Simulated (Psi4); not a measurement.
**SnH2Cl2 (SMILES [Cl][SnH2][Cl]): DSD-PBEP86/def2-SVPD (core potential, density fitting for correlation)**

Aim: the vertical electron affinity of SnH2Cl2 at DSD-PBEP86/def2-SVPD (core potential, density fitting for correlation), from 2 runs. 

The results are computed with Psi4 1.11.

3 further runs of the same task are left out: 3 set aside as unsound or not needed.

**1. The system as given**

The species is SnH2Cl2 (5 atoms), meant as a singlet with charge 0. As SMILES, `[Cl][SnH2][Cl]`. The shape is that of a PBE0-D4/def2-TZVP optimisation.

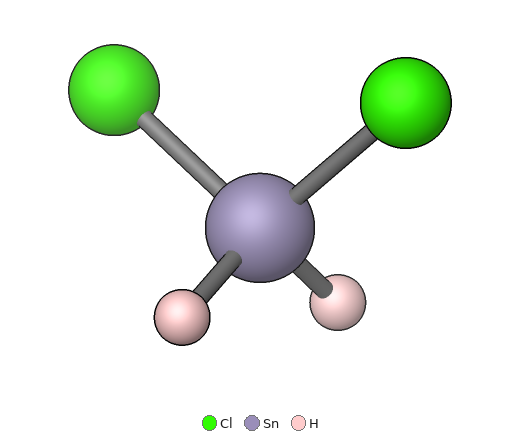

The structure, seen from a chosen angle (chlorine green, tin purple, hydrogen pink).

**2. A single-point energy at DSD-PBEP86/def2-SVPD (core potential, density fitting for correlation)**

Input file calc.py:

```python
import psi4

psi4.set_memory(2200000000)
psi4.set_num_threads(1)
psi4.set_output_file('run.log', False)

geom = psi4.geometry("""
0 1
Cl    -1.795300    -0.326200     1.206500
Sn     0.192400    -0.102900     0.038600
Cl    -0.250400     1.295500    -1.753900
H      0.602200    -1.626300    -0.582100
H      1.301000     0.686300     1.049400
symmetry c1
no_reorient
no_com
""")

psi4.set_options({
    'basis': 'def2-SVPD',
    'puream': True,
    'e_convergence': 1e-09,
    'd_convergence': 1e-08,
    'scf_type': 'pk',
    'dft_radial_points': 99,
    'dft_spherical_points': 590,
    'num_frozen_docc': 14,
})

energy_value, wavefunction = psi4.energy("DSD-PBEP86", return_wfn=True)
print(f'DSD-PBEP86 energy: {energy_value:.10f} Eh')
for k, v in sorted(psi4.core.scalar_variables().items()):
    print(f'{k:45s} {v:18.10f}')
```

Run with:

```sh
$ python calc.py
```

run.log:

```text
[...]
    !!!  WARNING: ECP capability is in beta. Please check occupations closely.  !!!
[...]
  Running in c1 symmetry.
[...]
  Nuclear repulsion =  237.041522240700004
[...]
  Multiplicity = 1
[...]
  Nalpha       = 29
  Nbeta        = 29
[...]
    Number of basis functions: 102
[...]
   @RKS iter   1: -1134.28070310584962   -1.20789e+00   3.49742e-03 ADIIS/DIIS
[...]
   @RKS iter  10: -1134.34513143821982   -1.13687e-11   5.88021e-09 DIIS
[...]
    Orbital Energies [Eh]
    ---------------------
    Doubly Occupied:
       1A   -103.651356     2A   -103.651340     3A    -10.185174
       4A    -10.185173     5A     -7.756877     6A     -7.756868
       7A     -7.753011     8A     -7.753004     9A     -7.752895
      10A     -7.752891    11A     -5.671148    12A     -3.916431
      13A     -3.914463    14A     -3.910457    15A     -1.299982
      16A     -1.296294    17A     -1.290903    18A     -1.287769
      19A     -1.287510    20A     -1.002696    21A     -0.983888
      22A     -0.648326    23A     -0.485646    24A     -0.477611
      25A     -0.476610    26A     -0.426579    27A     -0.424201
      28A     -0.417125    29A     -0.407357
[...]
  @RKS Final Energy: -1134.34513143821982
   => Energetics <=
    Nuclear Repulsion Energy =            237.0415222407000044
    One-Electron Energy =               -2119.9593567035385604
    Two-Electron Energy =                 770.0433899157739006
    DFT Exchange-Correlation Energy =     -21.4706868911552213
    Empirical Dispersion Energy =           0.0000000000000000
    VV10 Nonlocal Energy =                  0.0000000000000000
    Total Energy =                      -1134.3451314382200508
[...]
 Multipole Moments:
 ------------------------------------------------------------------------------------
     Multipole            Electronic (a.u.)      Nuclear  (a.u.)        Total (a.u.)
 ------------------------------------------------------------------------------------
 L = 1.  Multiply by 2.5417464519 to convert [e a0] to [Debye]
 Dipole X            :         55.1103427          -54.1234570            0.9868857
 Dipole Y            :        -25.5618688           25.0847915           -0.4770773
 Dipole Z            :         15.3512226          -15.0975889            0.2536337
 Magnitude           :                                                    1.1251117
[...]
```

The script printed:

```text
DSD-PBEP86 energy: -1134.5615194778 Eh
CURRENT ENERGY                                  -1134.5615194778
CURRENT REFERENCE ENERGY                        -1134.3451314382
DD SOLVATION ENERGY                                 0.0000000000
DFT FUNCTIONAL TOTAL ENERGY                     -1134.3451314382
DFT TOTAL ENERGY                                -1134.5615194778
DFT VV10 ENERGY                                     0.0000000000
DFT XC ENERGY                                     -21.4706868912
DOUBLE-HYBRID CORRECTION ENERGY                    -0.2163880396
DSD-PBEP86 DOUBLE-HYBRID CORRECTION ENERGY         -0.2163880396
DSD-PBEP86 TOTAL ENERGY                         -1134.5615194778
GRID ELECTRONS ALPHA                               28.9999998333
GRID ELECTRONS BETA                                28.9999998333
GRID ELECTRONS TOTAL                               57.9999996666
NUCLEAR REPULSION ENERGY                          237.0415222407
ONE-ELECTRON ENERGY                             -2119.9593567035
PCM POLARIZATION ENERGY                             0.0000000000
PE ENERGY                                           0.0000000000
SCF ITERATION ENERGY                            -1134.3451314382
SCF ITERATIONS                                     10.0000000000
SCF TOTAL ENERGY                                -1134.3451314382
TWO-ELECTRON ENERGY                               770.0433899158
XC GRID RADIAL POINTS                              99.0000000000
XC GRID SPHERICAL POINTS                          590.0000000000
XC GRID TOTAL POINTS                           279804.0000000000
```

Run time: 9 s. Hardware: 1 thread of Intel Xeon 6975P-C (Granite Rapids), shared host; peak memory 1.1 GiB.

**3. The doublet anion at the same level**

Input file input.inp:

```
memory 2200 MB

molecule system {
  -1 2
  Cl    -1.795300    -0.326200     1.206500
  Sn     0.192400    -0.102900     0.038600
  Cl    -0.250400     1.295500    -1.753900
  H      0.602200    -1.626300    -0.582100
  H      1.301000     0.686300     1.049400
  symmetry c1
}

set globals {
  basis                def2-SVPD
  reference            uks
  puream               true
  e_convergence        1e-09
  d_convergence        1e-08
  scf_type             pk
  dft_radial_points    99
  dft_spherical_points 590
  num_frozen_docc      14
  maxiter              100
}

e = energy("dsd-pbep86")
```

Run with:

```sh
$ psi4 -n 1 input.inp input.out
```

input.out:

```text
[...]
    !!!  WARNING: ECP capability is in beta. Please check occupations closely.  !!!
[...]
  Running in c1 symmetry.
[...]
  Nuclear repulsion =  237.041522240699976
[...]
  Multiplicity = 2
[...]
  Nalpha       = 30
  Nbeta        = 29
[...]
    Number of basis functions: 102
[...]
   @UKS iter   1: -1134.13705425981721   -1.15275e+00   5.14745e-03 DIIS/ADIIS
[...]
   @UKS iter  20: -1134.31930324870223   -2.79670e-11   7.31736e-09 DIIS
[...]
   @S^2 Observed:                7.545871321E-01
[...]
    Orbital Energies [Eh]
    ---------------------
    Alpha Occupied:
       1A   -103.461900     2A   -103.461879     3A     -9.997421
       4A     -9.997407     5A     -7.569617     6A     -7.569600
       7A     -7.565167     8A     -7.565151     9A     -7.565052
      10A     -7.565037    11A     -5.454918    12A     -3.699055
      13A     -3.695923    14A     -3.691727    15A     -1.084454
      16A     -1.081177    17A     -1.073646    18A     -1.071693
      19A     -1.070796    20A     -0.824578    21A     -0.807187
      22A     -0.468261    23A     -0.305243    24A     -0.302216
      25A     -0.300187    26A     -0.250661    27A     -0.248745
      28A     -0.244316    29A     -0.228682    30A      0.037144
    Alpha Virtual:
[...]
  @UKS Final Energy: -1134.31930324870223
   => Energetics <=
    Nuclear Repulsion Energy =            237.0415222406999760
    One-Electron Energy =               -2131.2550348309341643
    Two-Electron Energy =                 781.4369170918070040
    DFT Exchange-Correlation Energy =     -21.5427077502748787
    Empirical Dispersion Energy =           0.0000000000000000
    VV10 Nonlocal Energy =                  0.0000000000000000
    Total Energy =                      -1134.3193032487019991
[...]
 Multipole Moments:
 ------------------------------------------------------------------------------------
     Multipole            Electronic (a.u.)      Nuclear  (a.u.)        Total (a.u.)
 ------------------------------------------------------------------------------------
 L = 1.  Multiply by 2.5417464519 to convert [e a0] to [Debye]
 Dipole X            :         27.3895538          -27.5310149           -0.1414611
 Dipole Y            :        -13.2420904           13.3106074            0.0685170
 Dipole Z            :          7.0389082           -7.0751724           -0.0362642
 Magnitude           :                                                    0.1613100
[...]
```

Run time: 24 s. Hardware: 1 thread of Intel Xeon 6975P-C (Granite Rapids), shared host; peak memory 1.1 GiB.

**4. What came out**

Level: DSD-PBEP86/def2-SVPD (core potential, density fitting for correlation), 14 core orbitals frozen.

| quantity | value |
| --- | --- |
| singlet SnH2Cl2: total energy | -1134.56152 Eh |
| singlet SnH2Cl2: HOMO energy (SCF part's orbitals) | -11.08 eV |
| singlet SnH2Cl2: LUMO energy (SCF part's orbitals) | 0.42 eV |
| singlet SnH2Cl2: HOMO–LUMO gap (SCF part's orbitals) | 11.50 eV |
| doublet anion: total energy | -1134.54714 Eh |
| doublet anion: HOMO energy (SCF part's orbitals) (highest over α and β) | 1.01 eV |
| doublet anion: LUMO energy (SCF part's orbitals) (lowest over α and β) | 4.41 eV |
| doublet anion: ⟨S²⟩ | 0.755 |
| vertical electron affinity (to the doublet anion) | -0.391 eV |

The anion lies 0.39 eV (9.0 kcal/mol) above the neutral: the electron isn't bound at this level, and such a value depends on the basis. The HOMO (doublet anion) lies at positive energy, 1.01 eV; only total energies tell whether the electron is bound.
